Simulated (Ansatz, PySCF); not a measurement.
Bond stretch in Be2, singlet.

- UKS-B3LYP/3-21G = unrestricted B3LYP/3-21G (PySCF)
- RKS-B3LYP/6-31G* = restricted B3LYP/6-31G*, spherical d (PySCF)
- UKS-PBE = unrestricted PBE/def2-SVP in Ansatz (a quantum-chemistry and plane-wave program)
- UKS-PBE0 = unrestricted PBE0/def2-SVP run with Ansatz
- RKS-B3LYP/LANL2DZ = PySCF 2.14.0 with restricted B3LYP/LANL2DZ

Energies are in kcal/mol, each relative to the lowest point of its own curve near equilibrium.

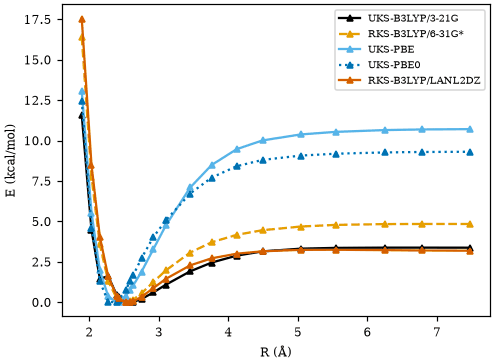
Figure. Energy against bond length for each method.

```json
[
 {"R / Å": "1.89", "UKS-B3LYP/3-21G": "11.6", "RKS-B3LYP/6-31G*": "16.4", "UKS-PBE": "13.1", "UKS-PBE0": "12.5", "RKS-B3LYP/LANL2DZ": "17.5"},
 {"R / Å": "2.03", "UKS-B3LYP/3-21G": "4.5", "RKS-B3LYP/6-31G*": "7.8", "UKS-PBE": "5.6", "UKS-PBE0": "4.6", "RKS-B3LYP/LANL2DZ": "8.5"},
 {"R / Å": "2.15", "UKS-B3LYP/3-21G": "1.5", "RKS-B3LYP/6-31G*": "3.6", "UKS-PBE": "2.0", "UKS-PBE0": "1.3", "RKS-B3LYP/LANL2DZ": "4.1"},
 {"R / Å": "2.27", "UKS-B3LYP/3-21G": "1.6", "RKS-B3LYP/6-31G*": "1.3", "UKS-PBE": "0.4", "UKS-PBE0": "0.0", "RKS-B3LYP/LANL2DZ": "1.6"},
 {"R / Å": "2.39", "UKS-B3LYP/3-21G": "0.5", "RKS-B3LYP/6-31G*": "0.3", "UKS-PBE": "0.0", "UKS-PBE0": "0.0", "RKS-B3LYP/LANL2DZ": "0.4"},
 {"R / Å": "2.42", "UKS-B3LYP/3-21G": "0.3", "RKS-B3LYP/6-31G*": "0.1", "UKS-PBE": "0.0", "UKS-PBE0": "0.1", "RKS-B3LYP/LANL2DZ": "0.3"},
 {"R / Å": "2.52", "UKS-B3LYP/3-21G": "0.0", "RKS-B3LYP/6-31G*": "0.0", "UKS-PBE": "0.4", "UKS-PBE0": "0.8", "RKS-B3LYP/LANL2DZ": "0.0"},
 {"R / Å": "2.59", "UKS-B3LYP/3-21G": "0.0", "RKS-B3LYP/6-31G*": "0.1", "UKS-PBE": "0.8", "UKS-PBE0": "1.3", "RKS-B3LYP/LANL2DZ": "0.0"},
 {"R / Å": "2.63", "UKS-B3LYP/3-21G": "0.0", "RKS-B3LYP/6-31G*": "0.2", "UKS-PBE": "1.0", "UKS-PBE0": "1.7", "RKS-B3LYP/LANL2DZ": "0.1"},
 {"R / Å": "2.75", "UKS-B3LYP/3-21G": "0.2", "RKS-B3LYP/6-31G*": "0.6", "UKS-PBE": "1.9", "UKS-PBE0": "2.7", "RKS-B3LYP/LANL2DZ": "0.3"},
 {"R / Å": "2.92", "UKS-B3LYP/3-21G": "0.6", "RKS-B3LYP/6-31G*": "1.3", "UKS-PBE": "3.3", "UKS-PBE0": "4.0", "RKS-B3LYP/LANL2DZ": "0.9"},
 {"R / Å": "3.10", "UKS-B3LYP/3-21G": "1.1", "RKS-B3LYP/6-31G*": "2.0", "UKS-PBE": "4.8", "UKS-PBE0": "5.1", "RKS-B3LYP/LANL2DZ": "1.4"},
 {"R / Å": "3.45", "UKS-B3LYP/3-21G": "1.9", "RKS-B3LYP/6-31G*": "3.1", "UKS-PBE": "7.1", "UKS-PBE0": "6.7", "RKS-B3LYP/LANL2DZ": "2.3"},
 {"R / Å": "3.76", "UKS-B3LYP/3-21G": "2.5", "RKS-B3LYP/6-31G*": "3.7", "UKS-PBE": "8.5", "UKS-PBE0": "7.7", "RKS-B3LYP/LANL2DZ": "2.7"},
 {"R / Å": "4.12", "UKS-B3LYP/3-21G": "2.9", "RKS-B3LYP/6-31G*": "4.2", "UKS-PBE": "9.5", "UKS-PBE0": "8.4", "RKS-B3LYP/LANL2DZ": "3.0"},
 {"R / Å": "4.49", "UKS-B3LYP/3-21G": "3.1", "RKS-B3LYP/6-31G*": "4.5", "UKS-PBE": "10.0", "UKS-PBE0": "8.8", "RKS-B3LYP/LANL2DZ": "3.2"},
 {"R / Å": "5.04", "UKS-B3LYP/3-21G": "3.3", "RKS-B3LYP/6-31G*": "4.7", "UKS-PBE": "10.4", "UKS-PBE0": "9.1", "RKS-B3LYP/LANL2DZ": "3.2"},
 {"R / Å": "5.54", "UKS-B3LYP/3-21G": "3.4", "RKS-B3LYP/6-31G*": "4.8", "UKS-PBE": "10.5", "UKS-PBE0": "9.2", "RKS-B3LYP/LANL2DZ": "3.2"},
 {"R / Å": "6.25", "UKS-B3LYP/3-21G": "3.4", "RKS-B3LYP/6-31G*": "4.8", "UKS-PBE": "10.6", "UKS-PBE0": "9.3", "RKS-B3LYP/LANL2DZ": "3.2"},
 {"R / Å": "6.78", "UKS-B3LYP/3-21G": "3.4", "RKS-B3LYP/6-31G*": "4.8", "UKS-PBE": "10.7", "UKS-PBE0": "9.3", "RKS-B3LYP/LANL2DZ": "3.2"},
 {"R / Å": "7.48", "UKS-B3LYP/3-21G": "3.4", "RKS-B3LYP/6-31G*": "4.8", "UKS-PBE": "10.7", "UKS-PBE0": "9.3", "RKS-B3LYP/LANL2DZ": "3.2"}
]
```

At the longest distance, 7.48 Å, UKS-PBE lies highest above its minimum (10.7 kcal/mol) and RKS-B3LYP/LANL2DZ lowest (3.2 kcal/mol).

The unrestricted solution behind UKS-B3LYP/3-21G changes between 2.15 and 2.27 Å, which can leave a kink. The unrestricted determinant behind UKS-B3LYP/3-21G is spin-contaminated at 1.89 to 2.15 Å (<S²> up to 0.7, against 0.00 for a pure singlet). The unrestricted determinant behind UKS-PBE is spin-contaminated at 1.89 to 2.63 Å (<S²> up to 0.7, against 0.00 for a pure singlet). The unrestricted determinant behind UKS-PBE0 is spin-contaminated at 1.89 to 2.92 Å (<S²> up to 0.8, against 0.00 for a pure singlet).
